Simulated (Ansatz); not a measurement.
# InH2Me (CH₅In): reading failed and doubtful runs

2 inputs were typed for InH2Me (CH₅In). Each is run as it stands; the log then has to tell whether the result can be used.

The runs use Ansatz 0.2.0, Gaussian basis; the settings change from run to run.

2 further runs of the same task are left out: 2 set aside as unsound or not needed. Runs told in other sessions of the task aren't counted.

## Step 1: The geometry

The geometry comes from an earlier relaxation with PBE0-D4 in a triple-zeta def2 set; it is a stationary point, not always the lowest conformer. In takes a core potential in def2 sets; no spin-orbit term is included.

7 atoms, charge 0, spin multiplicity 1.

Atoms are counted from 1 here; the program's logs count them from 0.

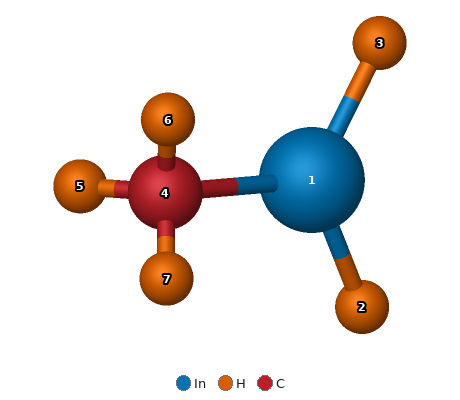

The structure; indium blue, hydrogen orange, carbon red; atoms are numbered from 1 in the order of the file.

## Step 2: Input 1

File in.yaml:

```yaml
crystal:
  periodic: [false, false, false]
  atoms:
    - {symbol: In, position_ang: [0.549531, 1.022949, -0.034670]}
    - {symbol: H, position_ang: [2.282907, 1.014264, 0.017313]}
    - {symbol: H, position_ang: [-0.270052, 2.443276, -0.064061]}
    - {symbol: C, position_ang: [-0.500025, -0.862962, -0.003777]}
    - {symbol: H, position_ang: [-0.597739, -1.299370, -0.960062]}
    - {symbol: H, position_ang: [-1.501543, -0.734157, 0.428593]}
    - {symbol: H, position_ang: [-0.018676, -1.589517, 0.646077]}
basis:
  gaussian: {orbitals: def2-SVPD, final_grid: {core_spheres: 20, valence_spheres: 16, degree: 47}}
hamiltonian: {xc: {name: HF}}
correlation: {active_space: {window: {electrons: 6, orbitals: 2}}}
scf: {lower_state_search: off}
```

Command:

```
$ ansatz run in.yaml --threads 4 --pin off --events-out ev --progress --plain --max-ram 3916MiB
```

Standard output:

```text
Functional definition: HF
  name "HF"
  cite "Fock, Z. Phys. 61, 126 (1930) doi:10.1007/BF01340294"
  parent pbe
  exchange = exact_x
  correlation = 0
these checks for a lower state are left out or cut short: stability, starts, cluster_reference, orbital_swaps, neighbouring_geometries, increment
1023 factors; integrals over basis functions are off by at most 1.2e-3 eV
mean field evaluation 1: about -6254.5341 eV, gradient 2.4e1 eV
mean field evaluation 2: about -6254.5393 eV, gradient 2.4e1 eV
mean field evaluation 4: about -6256.2259 eV, gradient 1.9e0 eV
mean field evaluation 8: about -6256.2464 eV, gradient 5.8e-4 eV
mean field -6256.24638488 eV, -229.9128140082 hartree, gradient 1.4e-6 eV, S^2 0.000000; 0 other end points of the search recorded, 0 dependent functions left out
reference -6256.24638488 eV, -229.9128140082 hartree; 16, 16 occupied and 76, 76 virtual orbitals, 1023 factors
Error: 6 electrons in 2 orbitals form no window around the highest filled level of the reference
```

It took 0.35 s on 4 threads of Arm Neoverse V2, shared host.

Diagnosis: The run stopped with an error. The active space doesn't fit the electrons. Its coordinates are also moved off the relaxed structure (shortest distance 1.06 Å, against 1.09 Å), and have to be restored too. To mend it, choose a window whose electrons and orbitals fit the reference.

## Step 3: Input 2

File in.yaml:

```yaml
crystal:
  periodic: [false, false, false]
  atoms:
    - {symbol: In, position_ang: [0.567708, 0.993024, 0.002709]}
    - {symbol: H, position_ang: [2.298409, 1.002995, 0.026891]}
    - {symbol: H, position_ang: [-0.286236, 2.497332, -0.049981]}
    - {symbol: C, position_ang: [-0.505250, -0.873712, 0.016030]}
    - {symbol: H, position_ang: [-0.588431, -1.243877, -1.009529]}
    - {symbol: H, position_ang: [-1.512587, -0.749698, 0.413971]}
    - {symbol: H, position_ang: [0.026377, -1.626064, 0.599909]}
basis:
  gaussian: {orbitals: def2-mTZVP}
magnetization: {spin_polarized: true, initial_magnetization: 4}
hamiltonian: {xc: {name: HF}}
correlation: {method: rpa, electrons: all}
scf: {omitted_lower_state_checks: [starts]}
```

Same command.

Standard output:

```text
Functional definition: HF
  name "HF"
  cite "Fock, Z. Phys. 61, 126 (1930) doi:10.1007/BF01340294"
  parent pbe
  exchange = exact_x
  correlation = 0
these checks for a lower state are left out or cut short: starts
793 factors; integrals over basis functions are off by at most 1.1e-3 eV
mean field evaluation 1: about -6245.3403 eV, gradient 1.6e1 eV
mean field evaluation 2: about -6245.4613 eV, gradient 1.6e1 eV
mean field evaluation 4: about -6248.2536 eV, gradient 2.8e0 eV
mean field evaluation 8: about -6248.4760 eV, gradient 2.2e-1 eV
mean field evaluation 16: about -6248.4822 eV, gradient 2.2e-6 eV
mean field -6248.48222026 eV, -229.6274862211 hartree, gradient 2.3e-6 eV, S^2 6.031882; 0 other end points of the search recorded, 0 dependent functions left out
reference -6248.48222026 eV, -229.6274862211 hartree; 18, 14 occupied and 52, 56 virtual orbitals, 793 factors
Total energy: -6258.14125801 eV, -229.9824493113 hartree
Checks for a lower state left out: starts
```

It took 0.6 s on 4 threads of Arm Neoverse V2, shared host.

**Diagnosis.** The run converged, but a converged run isn't a right one. The spin is set far too high for this molecule. It asks for 4 unpaired electrons; the ground state has 0. Its energy belongs to an excited spin state, not the ground state. Fix: set initial_magnetization back to that of the ground state.

## Step 4: Summary

```csv
input,level,ended,cause,time
1,HF/def2-SVPD,stopped by an error,the active space doesn't fit the electrons,0.35 s
2,RPA/def2-mTZVP,converged,the spin is set far too high for this molecule,0.6 s
```

In words: 1 stopped by an error, 1 converged. The dangerous case is the input that converges on a wrong geometry, charge, spin, basis or grid: often only a look at the input shows it.
